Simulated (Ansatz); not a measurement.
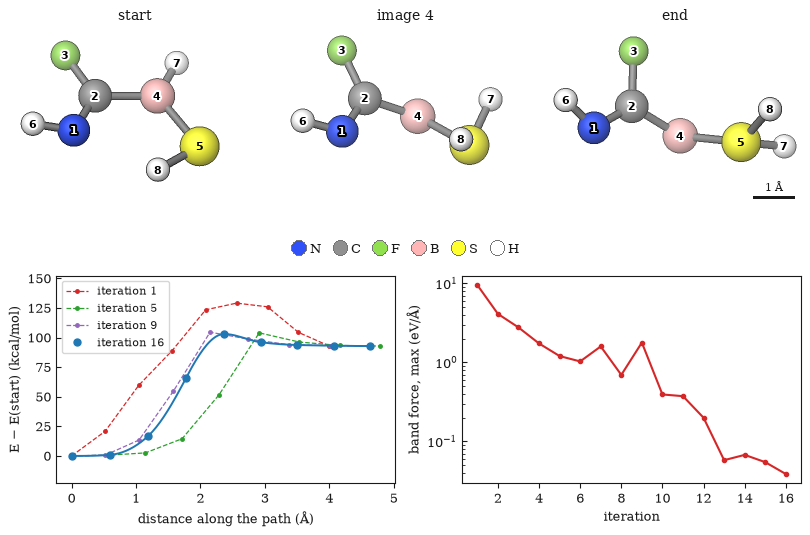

A nudged-elastic-band calculation for CH$_{3}$BFNS. Images are numbered from 0 (start) to 8 (end). The plot follows the band through its iterations. Style: ball-and-stick. Shown from a free direction.

The calculation used RKS PBE-D4/def2-SVP (Ansatz 0.2.0). Settings: 7 movable images; climbing image; force threshold 0.05 eV/Å; iteration limit 60; starting path through a guess of the saddle point.

**Did the band converge, and can the barrier be trusted?**

The result is final at these settings. The band converged in 16 iterations. The largest component of the band force went from 9.5 to 0.039 eV/Å. The climbing image converged on the top of the path. Its vibrational analysis gives one imaginary mode (1094i cm⁻¹), as a transition state must have. The first iteration put the highest image at 129.2 kcal/mol. The highest point, image 4, lies 103.1 kcal/mol above the start and 10.2 kcal/mol above the end; the end is at +92.9 kcal/mol relative to the start.
